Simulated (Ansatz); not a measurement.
# C₄H₄O₃: what the fields show

```xyz
11

C    -2.3339   -0.3906   -0.3748
C    -1.2120   -1.3339   -0.0504
C     0.1823   -0.9048   -0.3655
C     1.1927   -1.9653   -0.6945
O    -3.3686   -0.7425   -0.8761
O    -0.3156   -0.9100    0.9589
O     1.9889   -1.8639   -1.5898
H    -2.1171    0.6766   -0.1066
H    -1.4701   -2.4018   -0.0698
H     0.3582    0.0769   -0.8269
H     1.1359   -2.8645   -0.0266
```

Geometry: B3LYP/def2-SVP.

These are results of isolated molecule in a Gaussian basis; Kohn-Sham density functional theory, functional PBE0 (Ansatz 0.2.0), not measurements.

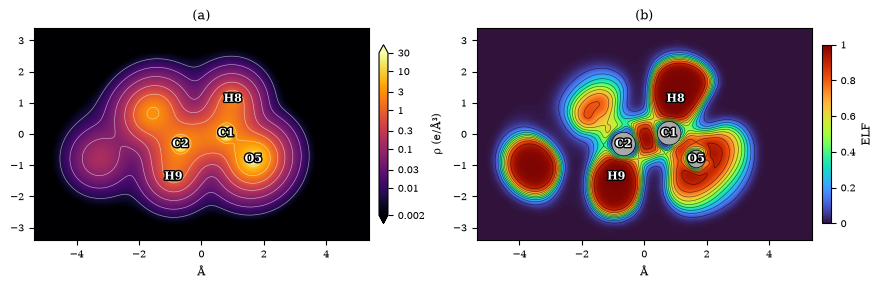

Figure 1. (a) total electron density; (b) ELF on the plane of atoms O5, C1 and H8. Grey discs cover the atomic cores in the ELF map.

Question: What do the fields say about this system?

Answer: The section cuts through C, O and H sites. C–O (1.20 Å): the density is about 3.4 e/Å³ at the midpoint; the ELF peaks at about 0.85 between the atoms (a short, multiple covalent bond). C–C (1.50 Å): the density is about 1.8 e/Å³ at the midpoint; the ELF peaks at about 0.95 between the atoms; localised, covalent bonding. C–H (1.10 Å): ρ at the midpoint is about 2 e/Å³; the ELF climbs to about 1 towards the hydrogen, as it does in any bond to H; a covalent bond by its length. The ELF also peaks beside O5, away from the bonds: lone-pair regions.

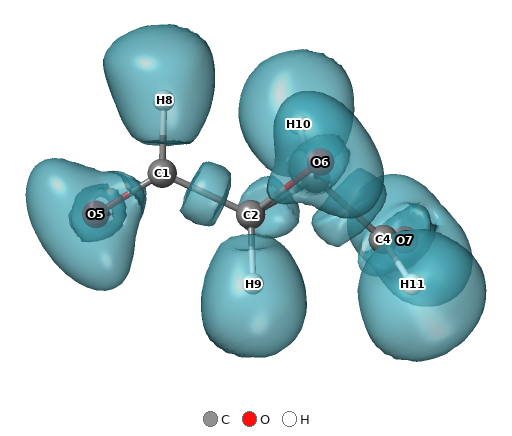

Figure 2. Isosurface of the ELF at 0.75 (cyan), seen at a tilt. Core shells and regions of very low density are left out.

Question: Where are the electrons localised?

Answer: The ELF exceeds this value in three regions between bonded C–C atoms (shared pairs), four regions around hydrogen nuclei and three regions on O in which the atom's valence shell and bonds are merged. Profiles from the grid: C–C (1.49 Å): the ELF peaks at about 0.85 between the atoms: a shared electron pair.

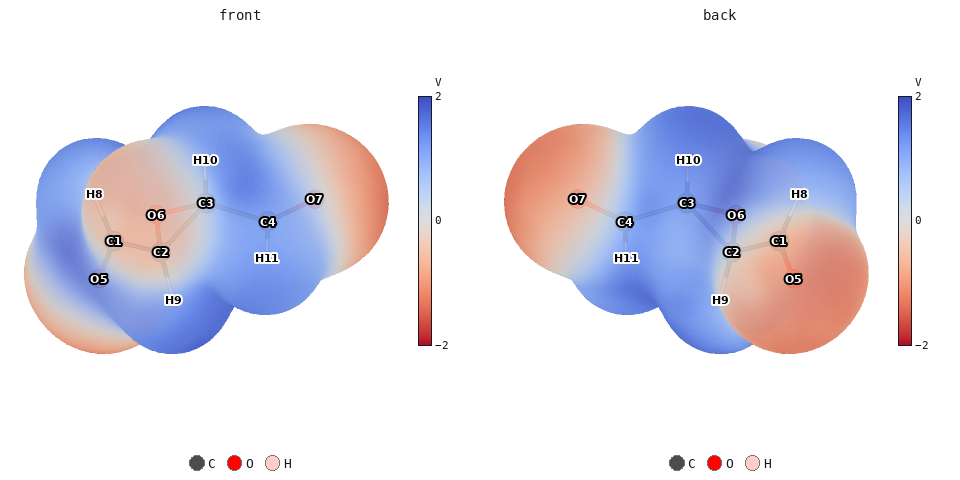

Figure 3. The electrostatic potential painted on the density surface at 0.002 e/bohr³, seen from the front and from behind; the colour scale runs from red (negative) to blue (positive).

Question: Describe the electrostatic potential map.

Answer: The most negative region (about −1.2 V) lies over O5 and O7, the most positive (about +1.7 V) over C1, C4, H9 and H10.

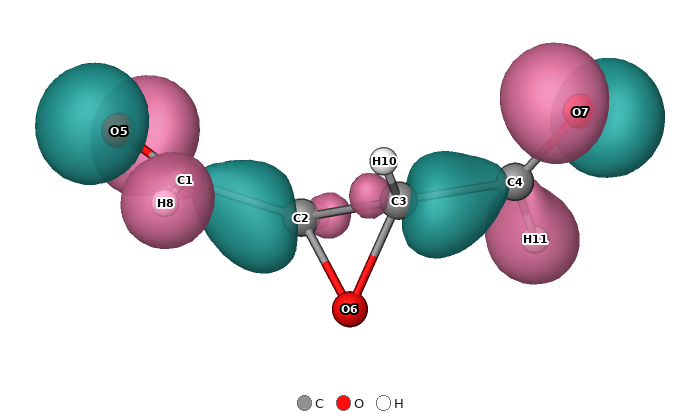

Figure 4. The HOMO−1 at ±0.15 Å⁻³ᐟ² (teal and pink are the two phases), seen from one side.

Question: Describe this orbital and give its energy.

Answer: By Hirshfeld shares it lies mainly on O5 (about 30 %), O7 (about 30 %), C1 (about 5 %), C4 (about 5 %), C2 (about 5 %) and C3 (about 5 %). Its energy is −8.36 eV.
